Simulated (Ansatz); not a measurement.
# C2H2N (SMILES [CH2]C#N): RPA@PBE/STO-3G

Aim: the electronic atomisation energy of C2H2N at RPA@PBE/STO-3G, from 4 runs. 

Program for the calculation: Ansatz 0.2.0.

37 further runs of the same task are left out: 37 set aside as unsound or not needed.

**1. The molecule**

C2H2N has 5 atoms, charge 0, and is taken as a doublet. SMILES: `[CH2]C#N`. The shape is that of a PBE0-D4/def2-TZVP optimisation.

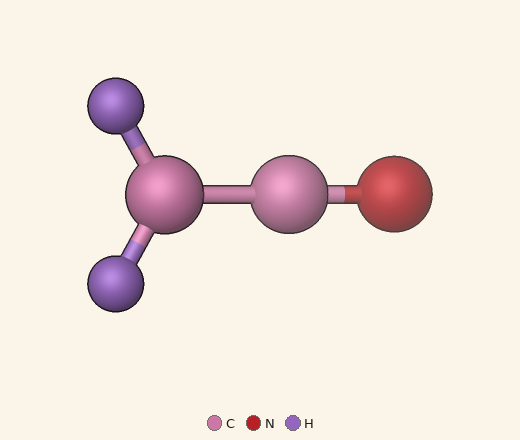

Viewed from a chosen angle; carbon pink, nitrogen red, hydrogen purple.

**2. The energy at RPA@PBE/STO-3G**

Input file run.yaml:

```yaml
crystal:
  periodic: [false, false, false]
  atoms:
    - {symbol: C, position_ang: [-0.303900, 0.342000, -0.317400]}
    - {symbol: C, position_ang: [0.458100, -0.524000, 0.433100]}
    - {symbol: "N", position_ang: [1.103000, -1.256900, 1.068300]}
    - {symbol: H, position_ang: [-1.157100, -0.027100, -0.869600]}
    - {symbol: H, position_ang: [-0.050200, 1.392300, -0.355600]}
basis:
  gaussian:
    orbitals: STO-3G
hamiltonian:
  xc: pbe
correlation:
  method: rpa
  frozen_orbitals: {C: 1, H: 0, "N": 1}
accuracy: high
magnetization:
  spin_polarized: true
  initial_magnetization: 1
```

Launch:

```console
ansatz run run.yaml --threads 1 --pin off --max-ram 2610MiB --events-out events.jsonl --progress --plain --runs-dir runs
```

The program printed:

```text
Warning: RAYON_NUM_THREADS=1 ignored (pool sized by the plan → 1); use --threads N
Functional definition: PBE
  name "PBE"
  parameter kappa = 0.804
  parameter beta = 0.06672455060314922
  exchange = pbe_x(kappa = kappa, mu = beta*pi^2/3)
  correlation = pbe_c(beta = beta)
298 factors; integrals over basis functions are off by at most 3.7e-9 eV
mean field evaluation 1: about -3542.1814 eV, gradient 1.8e1 eV
mean field evaluation 2: about -3542.0910 eV, gradient 1.8e1 eV
mean field evaluation 4: about -3543.7442 eV, gradient 4.9e0 eV
mean field evaluation 8: about -3543.9121 eV, gradient 8.2e-2 eV
mean field evaluation 16: about -3543.9121 eV, gradient 2.7e-6 eV
mean field -3543.91214655 eV, -130.2363692357 hartree, gradient 3.8e-8 eV, S^2 0.760187; 0 other end points of the search recorded, 0 dependent functions left out
3 core orbitals not correlated: weight in the atoms' cores, before any rotation towards them, 1.000 or more for the frozen orbitals, at most 0.000 for the correlated occupied ones
reference -3527.18928298 eV, -129.6218153349 hartree; 8, 7 occupied and 6, 7 virtual orbitals, 298 factors
Total energy: -3535.14731791 eV, -129.9142677245 hartree
```

It took 1.7 s on 1 thread of Arm Neoverse V1, shared host; peak memory 0.12 GiB.

**3. The C atom**

Input file input.yaml:

```yaml
crystal:
  periodic: [false, false, false]
  atoms:
    - {symbol: C, position_ang: [0.000000, 0.000000, 0.000000]}
basis:
  gaussian: {orbitals: STO-3G}
accuracy: high
correlation: {method: rpa, frozen_orbitals: {C: 1}}
hamiltonian: {xc: pbe}
magnetization: {spin_polarized: true, initial_magnetization: 2}
```

Run the same way, it converges to -37.26175 Eh (log not shown).

**4. The H atom**

Input file in.yaml:

```yaml
crystal:
  periodic: [false, false, false]
  atoms:
    - {symbol: H, position_ang: [0.000000, 0.000000, 0.000000]}
basis:
  gaussian:
    orbitals: STO-3G
total_charge: 0
magnetization:
  spin_polarized: true
  initial_magnetization: 1
hamiltonian:
  xc: {name: PBE}
correlation:
  method: rpa
  frozen_orbitals: {H: 0}
accuracy: high
```

Run the same way, it converges to -0.46658 Eh (log not shown).

**5. The N atom**

Input file job.yaml:

```yaml
crystal:
  periodic: [false, false, false]
  atoms:
    - {symbol: "N", position_ang: [0.000000, 0.000000, 0.000000]}
basis:
  gaussian: {orbitals: STO-3G}
magnetization: {spin_polarized: true, initial_magnetization: 3}
hamiltonian: {xc: pbe}
correlation: {method: rpa, frozen_orbitals: {"N": 1}}
accuracy: high
```

Run the same way, it converges to -53.74680 Eh (log not shown).

**6. Outcome**

Level: RPA@PBE/STO-3G, 3 core orbitals frozen.

```
                                   quantity          value
                     molecule: total energy  -129.91427 Eh
 molecule: RPA correlation energy (valence)     -292.5 mEh
molecule: ⟨S²⟩ of the reference determinant          0.760
                       C atom: total energy   -37.26175 Eh
   C atom: RPA correlation energy (valence)      -63.4 mEh
  C atom: ⟨S²⟩ of the reference determinant          2.000
                       H atom: total energy    -0.46658 Eh
             H atom: RPA correlation energy        0.0 mEh
  H atom: ⟨S²⟩ of the reference determinant          0.750
                       N atom: total energy   -53.74680 Eh
   N atom: RPA correlation energy (valence)      -27.8 mEh
  N atom: ⟨S²⟩ of the reference determinant          3.750
              electronic atomisation energy      19.342 eV
```

In words: Taking the molecule apart into free atoms costs 19.34 eV (446 kcal/mol), before zero-point energy and without spin-orbit coupling. In a minimal basis such a difference can be off by several eV, whatever the method.
